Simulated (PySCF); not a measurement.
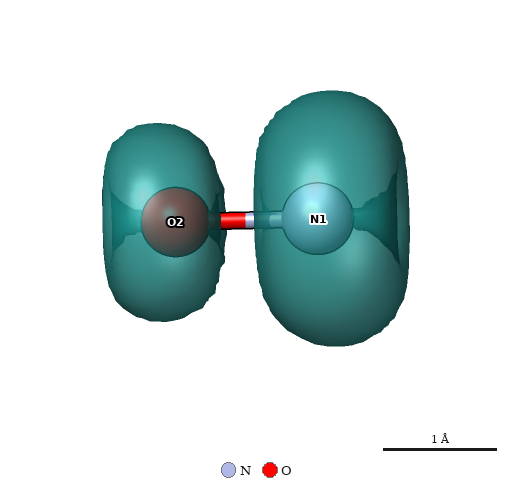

Figure. NO (charge −1, triplet). Isosurfaces of the spin density at +0.06 (teal) and −0.06 e/Å³ (pink), seen from one side.

All numbers below come from PBE0/def2-SVPD, non-relativistic Hamiltonian with scalar-relativistic core potentials where named, at a bond length of 1.265 Å (PySCF).

```xyz
2

N     0.0000    0.0000   -0.6745
O     0.0000    0.0000    0.5905
```

> Which atoms carry the spin?

The unpaired spin (2 electrons) lies mostly on N1 (about 1.4) and O2 (about 0.6), in electrons by Hirshfeld's partition. Only one sign reaches the isovalue.
